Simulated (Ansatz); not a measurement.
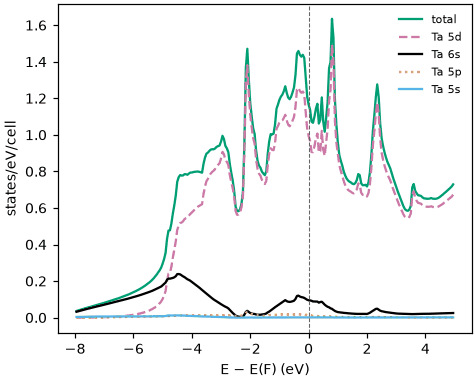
*Total and projected density of states of Ta (fcc (Cu type), Fm-3m), the program Ansatz at the LDA level (PAW)*

**Question.** Which orbitals carry the states next to the Fermi level?

**Answer.** Within 0.5 eV of the Fermi level: Ta 5d 86 %, Ta 6s 8 %, outside the projected shells 5 %. Projections are on Löwdin-orthogonalised atomic valence shells; empty p or d shells of many metals are not among them.

**Question.** Where is the tallest occupied peak in this window, and what makes it?

**Answer.** Near -2.1 eV, about 1.5 states/eV per cell; the largest projected share is Ta 5d.

The workflow started from a Materials Project entry (that database holds measured and hypothetical structures alike); the Crystallography Open Database files this formula in space group No. 225, but the cells were not matched. It is not the phase usual at ambient conditions (space group No. 229). The LDA relaxation kept the symmetry of its start. At this level the phase is mechanically unstable. No spin polarisation was allowed. Spin–orbit coupling is left out wherever it is not named.

Potentials: the earlier of the program's two PAW sets. The files were generated under PBE; for other functionals the program regenerates the frozen cores, and for LDA and PBEsol the local potential too.
